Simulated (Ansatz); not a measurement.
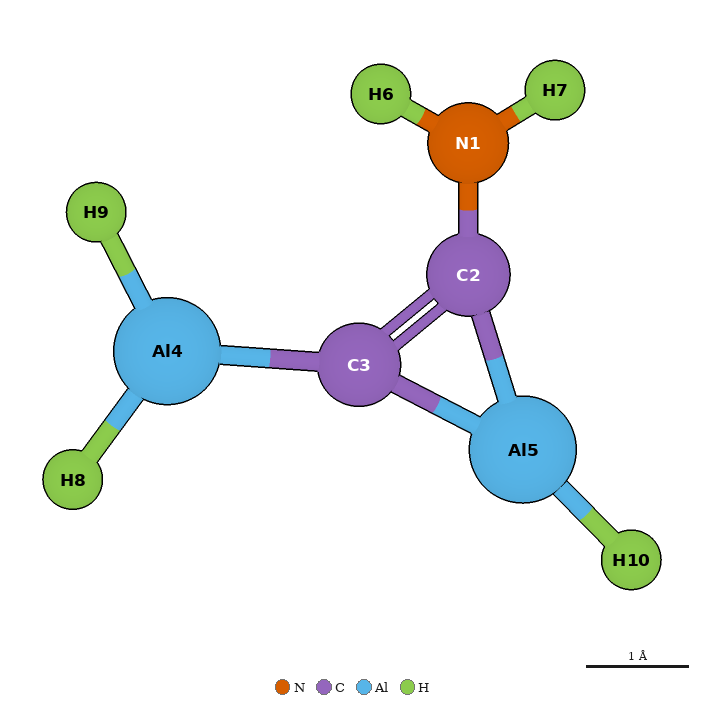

Orthographic view with a scale bar. The geometry was computed by an optimisation with PBE0-D4/def2-TZVP.

Write Cartesian coordinates in Å in the frame of the picture: x to the right, y up, z towards the viewer, origin at the mean of the atomic positions.

```xyz
10
C2H5Al2N
N    0.95   1.56   0.29
C    0.95   0.27  -0.03
C   -0.13  -0.62  -0.15
Al  -2.02  -0.49   0.09
Al   1.48  -1.45  -0.52
H    0.09   2.05   0.50
H    1.80   2.09   0.34
H   -2.95  -1.75  -0.15
H   -2.72   0.88   0.53
H    2.55  -2.54  -0.90
```
